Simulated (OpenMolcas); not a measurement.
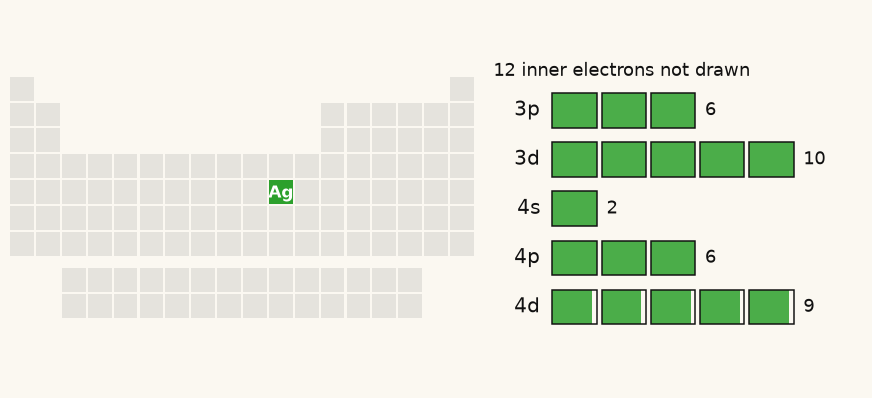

Fig. 1: Left, the place of silver in the periodic table; right, the outer shells of the leading configuration of the lowest level: a box for each of the 2l + 1 orbitals, shaded by the share of the shell that is filled, with the electron count at the right.

## Multiconfigurational calculation for Ag²⁺ complex

- system: Ag²⁺ with 6 ligands (F; octahedron, 2.25 Å), embedded in KCdF3 by model potentials and point charges, whose field is part of the energies.
- method: state-averaged SS-CASPT2, IPEA shift 0.25, imaginary shift 0.1 hartree, closed shells 4s 4p of the metal and the valence shells of the ligands correlated, active space 9 electrons in the shell 4d, basis ANO-RCC-VTZP on the metal and ANO-RCC-VDZP on the ligands, DKH2 scalar Hamiltonian, spin-orbit coupling by RASSI with atomic mean-field integrals (OpenMolcas)

**The program's output (extracts)**
```
--- CASPT2 ---
Orbital specifications:
      -----------------------

      Symmetry species                           1   2
                                                ag  au
      Frozen orbitals                           11   9
      Inactive orbitals                         13  15
      Active orbitals                            5   0
      Secondary orbitals                        61  62
      Deleted orbitals                           0   0
      Number of basis functions                 90  86
Type of calculation                        SS-CASPT2
      Fock operator                              state-specific
      IPEA shift                                 0.25
      Real shift                                 0.00
      Imaginary shift                            0.10
      The input orbitals will be transformed to quasi-canonical
Reference energy:       -5910.9024833936
      E2 (Non-variational):      -1.7681183879
      Shift correction:          -0.0010001267
      E2 (Variational):          -1.7691185146
      Total energy:           -5912.6716019082
      Residual norm:              0.0000007166
      Reference weight:           0.72703
      Contributions to the CASPT2 correlation energy
      Active & Virtual Only:         -0.2256973105
      One Inactive Excited:          -0.2706528168
      Two Inactive Excited:          -1.2717682606
Reference energy:       -5910.9024833933
      E2 (Non-variational):      -1.7681478515
      Shift correction:          -0.0010010027
      E2 (Variational):          -1.7691488542
      Total energy:           -5912.6716322475
      Residual norm:              0.0000007205
      Reference weight:           0.72700
      Contributions to the CASPT2 correlation energy
      Active & Virtual Only:         -0.2257268844
      One Inactive Excited:          -0.2706515459
      Two Inactive Excited:          -1.2717694213
::    CASPT2 Root  1     Total energy:  -5912.67160191
::    CASPT2 Root  2     Total energy:  -5912.67163225
::    CASPT2 Root  3     Total energy:  -5912.61912280
::    CASPT2 Root  4     Total energy:  -5912.61912280
::    CASPT2 Root  5     Total energy:  -5912.61912280
```

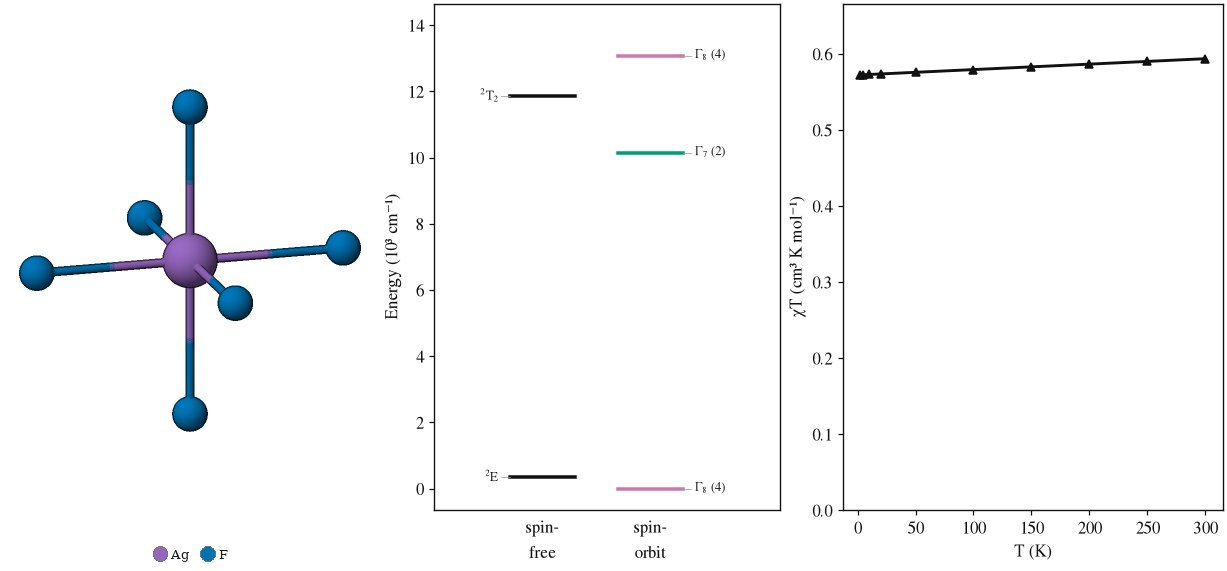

Fig. 2: Ag²⁺ (4d⁹) as a dopant in KCdF₃, a cluster with its 6 nearest F⁻ at 2.250 Å (octahedron) embedded in model potentials and point charges; the geometry was set, not optimised, and its levels and susceptibility. Labels give the representation in O, Td, D4 or D3 as the site allows (double group for half-integer spin) where it could be assigned and, in brackets, the degeneracy; spin-free states, where drawn, share the zero of the spin-orbit levels. Powder susceptibility by Van Vleck's formula. The ground level is Γ₈, 4-fold degenerate, 100 % from states of spin multiplicity 2. The next level lies at 10,100 cm⁻¹ (Γ₇). The lowest spin-free state is ²E, from the free-ion D term; of the same spin there follows at 11,500 cm⁻¹ (²T₂) above it. A ligand-field fit to the spin-free states gives |10Dq| = 11,500 cm⁻¹. χT is 0.572 cm³ K mol⁻¹ at 2 K and 0.594 at 300 K, an effective moment of 2.18 μB.

**Input**
```
&GATEWAY
Basis set
Ag.ANO-RCC-VTZP.
Ag1 0.0 0.0 0.0 Angstrom
End of basis
Basis set
F.ANO-RCC-VDZP.
L1 2.250000 0.000000 0.000000 Angstrom
L2 0.000000 2.250000 0.000000 Angstrom
L3 0.000000 0.000000 2.250000 Angstrom
End of basis
Basis set
Cd.EMB-AIMP.Lopez-Moraza.11s7p.1s1p.ECP.KCdF3.
PseudoCharge
* 3 symmetry-unique lattice sites within 7.6 angstrom
End of basis
Basis set
K.EMB-AIMP.Lopez-Moraza.0s.0s.ECP.KCdF3.
PseudoCharge
* 16 symmetry-unique lattice sites within 7.6 angstrom
End of basis
Basis set
Cd.EMB-AIMP.Lopez-Moraza.0s.0s.ECP.KCdF3.
PseudoCharge
* 10 symmetry-unique lattice sites within 7.6 angstrom
End of basis
Basis set
F.EMB-AIMP.Lopez-Moraza.0s.0s.ECP.KCdF3.
PseudoCharge
* 27 symmetry-unique lattice sites within 7.6 angstrom
End of basis
Symmetry
XYZ
AngMom=0.0 0.0 0.0
AMFI
RICD
XField
1533 Angstrom 0
* Evjen-weighted lattice charges
&SEWARD
&RASSCF
FileOrb=start.orb
Symmetry=1
Spin=2
nActEl=9 0 0
Inactive=24 24
Ras2=5 0
CIRoot=5 5 1
SDav=5
CIMx=300
Iter=150 100
PrWF=0.3
OrbListing=Nothing
MaxOrb=0
LevShft=1.0
>>> COPY $Project.JobIph JOB001
&RASSI
NrOfJobIphs=1 5
1 2 3 4 5
IphNames
JOB001
EJob
SpinOrbit
DIPRint=1.0
SOCoupling=1000.0
Subsets=2
Property=9
'ANGMOM' 1 'ANGMOM' 2 'ANGMOM' 3 'MLTPL  1' 1 'MLTPL  1' 2 'MLTPL  1' 3
'AMFI' 1 'AMFI' 2 'AMFI' 3
SOProperty=3
'ANGMOM' 1 'ANGMOM' 2 'ANGMOM' 3
>>> COPY JOB001 $Project.JobIph
&CASPT2
Multistate=5 1 2 3 4 5
NoMult
Frozen=11 9
IPEA=0.25
Imaginary=0.1
MaxIter=60
WThr=0.0 0.3 0.05
PrWF=0.5
NoMix
```

The file start.orb holds starting orbitals from an earlier step. A driver script formed the levels outside the program, from RASSI's spin-orbit matrix and the CASPT2 energies (for multi-state variants, the effective Hamiltonian), averaged over the components of each term or state. The log and the time are those of the CASPT2 step.

Run as:
```bash
OMP_NUM_THREADS=1 MOLCAS_MEM=2457 MOLCAS_PROJECT=a pymolcas a.inp > a.log  # once for each step of the input, in one work folder
```

**Results in brief**

```tsv
quantity	value
outcome	converged
energy of the lowest spin-free term	−5912.67162 hartree
energy of the lowest spin-orbit level	−5912.67321 hartree
CASPT2 correlation energy	−1.7691 hartree
largest spread among components of a term	6.7 cm⁻¹
lowest reference weight	0.727
hardware	1 thread of Arm Neoverse V1, 24 GiB of memory available, shared host
wall time	27 s
peak memory	0.4 GiB
```

**Remarks**

To bear in mind: orbital doublet at a regular site, Jahn-Teller distortion not allowed for; the geometry is set by hand, with no relaxation.
